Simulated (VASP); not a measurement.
Band structure of BN (zinc blende). These are PBE GGA, VASP's PBE PAW potentials (set 64) (plane waves; VASP 6.6.1) values and carry that method's errors.

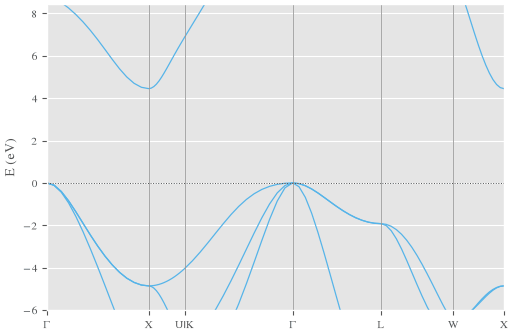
Figure. Bands along high-symmetry lines, zero at the valence-band maximum or, without a gap, the Fermi level

Read the plot: is there a gap, and where are the band edges?

The gap is indirect, 4.45 eV, from the valence maximum at Γ to the conduction minimum at X. (Edges off the drawn lines would not show.)

Measured: gap 6.20 eV at 300 K (computed value off by -1.75 eV), as given by arXiv:1206.3780.

The compound is BN in the zinc blende structure. It was relaxed first.
